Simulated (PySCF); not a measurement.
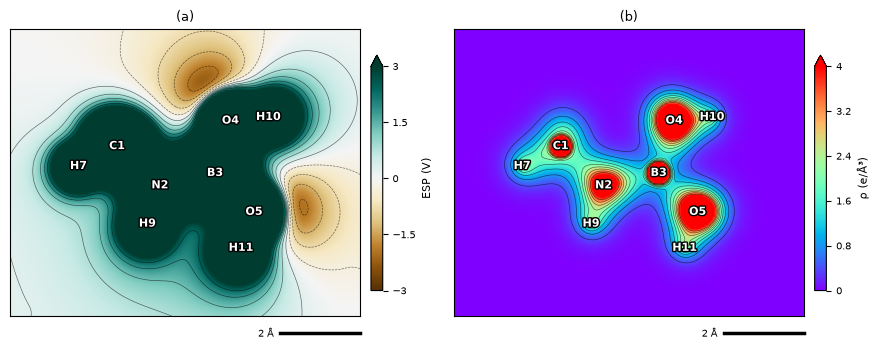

CH6BNO2 (SMILES CNB(O)O). (a) electrostatic potential; (b) total electron density on the plane of atoms C1, N2 and H9.

Geometry: GFN2-xTB.

These are results of PBE0/pcSseg-1, SCF density, gas phase, non-relativistic in PySCF, not measurements.

```yaml
atoms:
  - { symbol: C, position_ang: [1.5731, -0.1016, 0.1293] }
  - { symbol: N, position_ang: [0.3243, 0.5284, -0.2571] }
  - { symbol: B, position_ang: [-0.9434, -0.0814, -0.1675] }
  - { symbol: O, position_ang: [-1.0361, -1.3559, 0.3046] }
  - { symbol: O, position_ang: [-2.0986, 0.5653, -0.5432] }
  - { symbol: H, position_ang: [1.7160, -1.0285, -0.4296] }
  - { symbol: H, position_ang: [2.4071, 0.5671, -0.0717] }
  - { symbol: H, position_ang: [1.5653, -0.3498, 1.1932] }
  - { symbol: H, position_ang: [0.4202, 1.4735, -0.5858] }
  - { symbol: H, position_ang: [-1.9403, -1.6672, 0.3158] }
  - { symbol: H, position_ang: [-1.9821, 1.4528, -0.8740] }
```

### What do the fields say about this system?

The section cuts through C, N, B, O and H sites.
B–O (1.36 Å): the density is about 2.1 e/Å³ at the midpoint.
B–N (1.41 Å): ρ at the midpoint is about 1.9 e/Å³.
C–N (1.45 Å): the density is about 1.9 e/Å³ at the midpoint.
O–H (0.95 Å): the density is about 3.7 e/Å³ at the midpoint.
N–H (1.01 Å): the density is about 2.8 e/Å³ at the midpoint.
Outside the dense part of the molecule the potential is most negative (−2.2 V) near O4.
